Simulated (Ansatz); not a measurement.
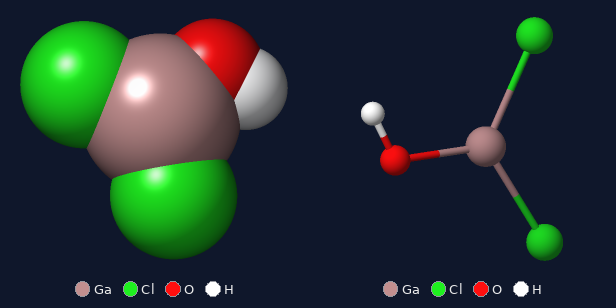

Two views of one molecule.

Computed geometry: PBE0-D4/def2-TZVP optimisation.

Identify the structure.

It has 5 atoms: 2 chlorine, 1 gallium, 1 hydrogen and 1 oxygen (Cl₂GaHO). This geometry has Cs symmetry. All atoms lie on one plane. Coordination: 1 Ga trigonal planar; 1 O bent.

The parts below concern this one geometry. Atoms keep their numbers from picture to picture.

## Geometry

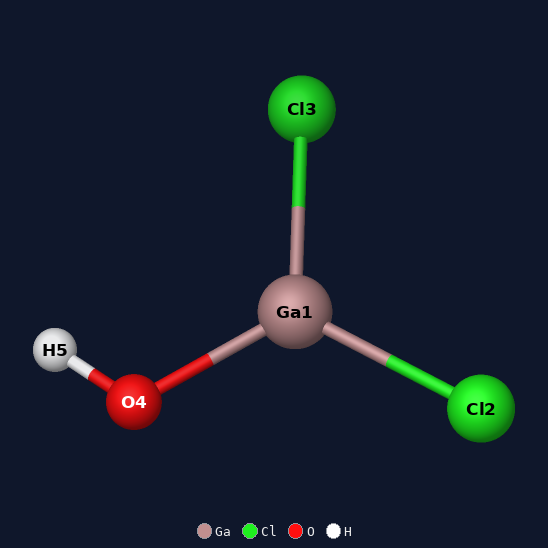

Numbered structure.

Estimate the angles Cl2–Ga1–Cl3, Cl2–Ga1–O4, Cl3–Ga1–O4, Ga1–O4–H5.

| angle | degrees |
| --- | --- |
| Cl2–Ga1–Cl3 | 120.5 |
| Cl2–Ga1–O4 | 118.8 |
| Cl3–Ga1–O4 | 120.7 |
| Ga1–O4–H5 | 113.0 |

## Dipole moment

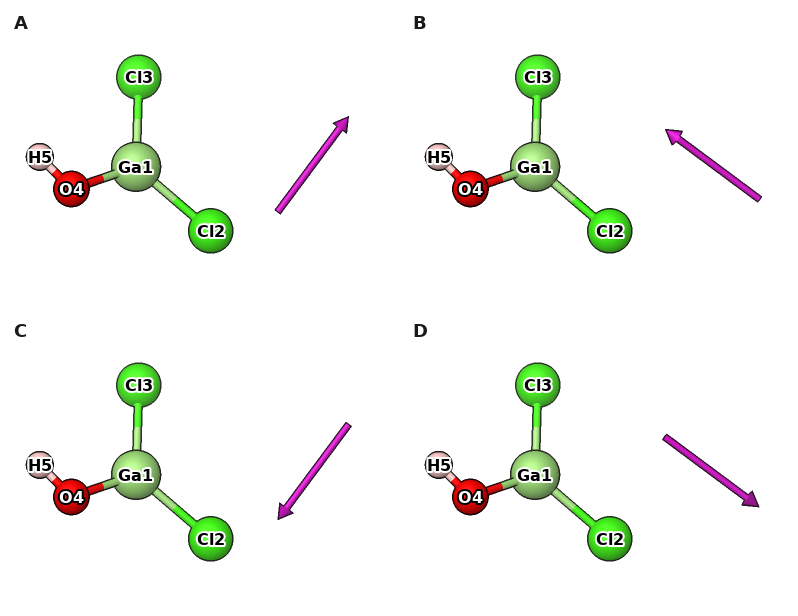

The same molecule four times, each with an arrow. Method: RKS PBE0-D4/def2-TZVP (Ansatz 0.2.0).

Question: Which arrow points along the dipole moment, from the negative to the positive end?

Answer: B. The dipole moment is 1.46 D; it points from the side of Cl2 to the side of H5 (the outermost atoms at the two ends).

## Electronic properties

Level of theory: RKS PBE0-D4/def2-TZVPP (Ansatz 0.2.0).

Predict the main results.

- HOMO energy (Kohn–Sham orbital): −9.40 eV
- LUMO energy (Kohn–Sham orbital): −1.56 eV
- HOMO–LUMO gap: 7.85 eV

## Charges

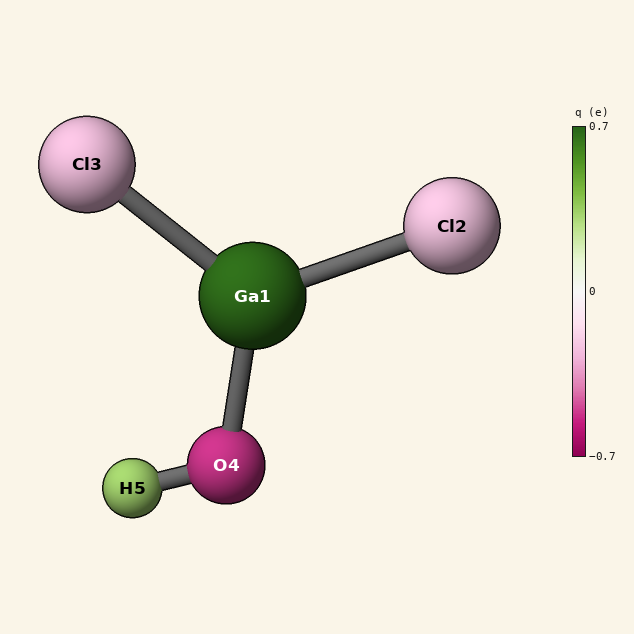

Atoms are coloured by their Mulliken charges. Method: RKS PBE0-D4/def2-TZVP (Ansatz 0.2.0).

Question: Which atom carries the highest charge (most positive or least negative)?

Answer: Ga1 (0.66 e).

Question: And the lowest?

Answer: O4 (−0.52 e).

List the Mulliken charges.

```csv
atom,value (e)
Ga1,0.66
Cl2,−0.23
Cl3,−0.24
O4,−0.52
H5,0.33
```

## Thermal motion

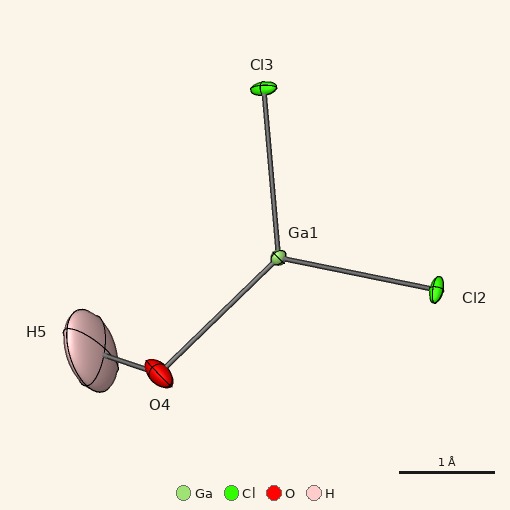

Displacement ellipsoids at the 50 % level, from the internal vibrations of the free molecule (harmonic, no overall translation or rotation; no half-axis is drawn under 0.075 Å). Vibrations computed with RKS PBE0-D4/def2-TZVP (Ansatz 0.2.0). Temperature: 600 K.

Question: Which atom has the largest mean-square displacement?

Answer: H5, with U_eq = 0.0667 Å².

Question: Does H5 move more along its bond or across it?

Answer: Across it: the root-mean-square amplitude is 0.150 Å along the bond and up to 0.341 Å across, since bending and torsion are softer than stretching.

Give the displacement parameters, one line for each set of equivalent atoms.

```json
{"atom": "Ga1", "U_eq (Å²)": "0.0029", "rms amplitudes (Å)": "0.037, 0.057, 0.063"}
{"atom": "Cl2", "U_eq (Å²)": "0.0047", "rms amplitudes (Å)": "0.040, 0.050, 0.100"}
{"atom": "Cl3", "U_eq (Å²)": "0.0047", "rms amplitudes (Å)": "0.039, 0.050, 0.100"}
{"atom": "O4", "U_eq (Å²)": "0.0115", "rms amplitudes (Å)": "0.069, 0.097, 0.143"}
{"atom": "H5", "U_eq (Å²)": "0.0667", "rms amplitudes (Å)": "0.109, 0.268, 0.341"}
```

Mulliken values depend strongly on the basis set and can even reverse the polarity of a bond.
